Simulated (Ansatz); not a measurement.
```tsv
atom	x (Å)	y (Å)	z (Å)
Ga	-0.3435	-0.1781	-0.9572
Cl	0.6224	1.4632	-2.0166
Cl	0.4551	-2.1759	-1.2991
Cl	-2.4931	-0.0169	-0.6424
H	0.9573	1.0057	0.9902
N	0.3514	0.1806	0.9840
H	0.8860	-0.6236	1.3236
H	-0.4357	0.3448	1.6176
```

Level of theory: RKS B3LYP/def2-SVP in Ansatz.

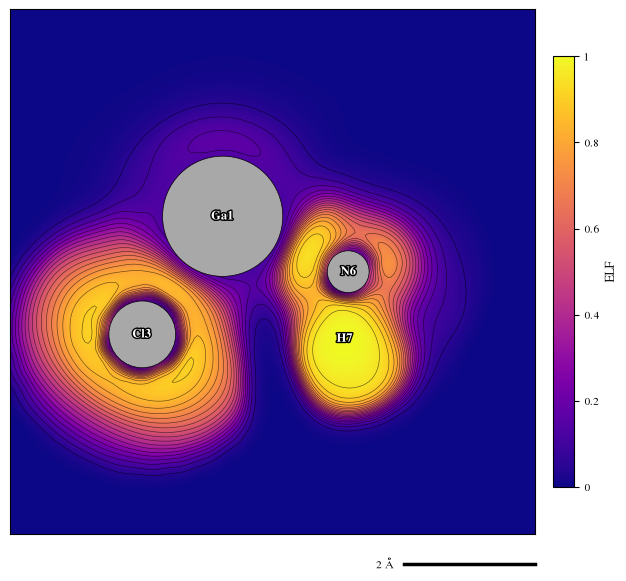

Cl$_{3}$GaH$_{3}$N. Electron localisation function on the plane of atoms Ga1, N6 and H7. Grey discs cover the atomic cores.

Q: Interpret the plot.

A: The plane passes through Ga, Cl, N and H nuclei. Ga–N (2.09 Å): the ELF peaks at about 0.95 in the valence shell of N, 0.7 Å from its nucleus, and is about 0.35 at the midpoint. Ga–Cl (2.18 Å): the ELF peaks at about 0.85 in the valence shell of Cl, 0.8 Å from its nucleus, and is about 0.55 at the midpoint. N–H (1.02 Å): the ELF climbs to about 1 towards the hydrogen, as it does in any bond to H (an ordinary covalent bond to hydrogen). The ELF also peaks beside Cl3, away from the bonds: lone-pair regions.
